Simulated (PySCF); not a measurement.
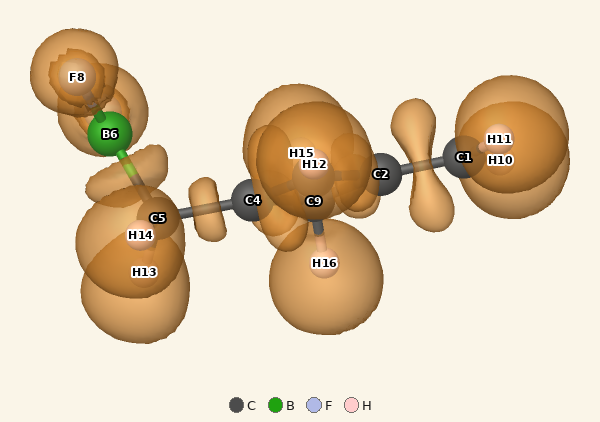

*C$_{6}$H$_{7}$BF$_{2}$ (SMILES C=C1C=C(CB(F)F)C1). Isosurface of the ELF at 0.8 (orange), seen from one side. Core shells and regions of very low density are left out.*

Geometry: GFN2-xTB.

The calculation used PBE0/pcSseg-1, SCF density, gas phase, non-relativistic in PySCF 2.14.0.

Input file:

```
{"job": {"kind": "nmr", "xc": "PBE0", "basis": "pcSseg-1"}, "charge": 0, "multiplicity": 1}
C      2.816912    -0.723775     0.531058
C      1.609981    -0.272840     0.242597
C      0.825519    -0.042356    -0.967568
C     -0.236098     0.412101    -0.278890
C     -1.605408     0.900114    -0.620948
B     -2.603077    -0.312025    -0.410133
F     -3.027247    -0.690278     0.777937
F     -3.025606    -1.074428    -1.396262
C      0.427713     0.226254     1.070407
H      3.163738    -0.800904     1.547475
H      3.500438    -1.032728    -0.241735
H      1.038506    -0.183078    -2.010557
H     -1.853372     1.730743     0.042161
H     -1.617191     1.249146    -1.653391
H     -0.030933    -0.517034     1.721056
H      0.608526     1.140035     1.635383
```

Launched as:

```sh
OMP_NUM_THREADS=1 python probes_run.py task.json out
```

Identify the bonds, lone pairs and shells in this picture.

The ELF exceeds this value in one region between bonded B–C atoms (shared pairs), six regions between bonded C–C atoms (shared pairs), seven regions around hydrogen nuclei and two regions on F in which the atom's valence shell and bonds are merged. Along the contacts the grid gives the following. B–F (1.32 Å): the ELF peaks at about 0.85 between the atoms, as expected for a shared but strongly polarised pair. C–C (1.32 Å): the ELF peaks at about 0.95 between the atoms: a short, multiple covalent bond.
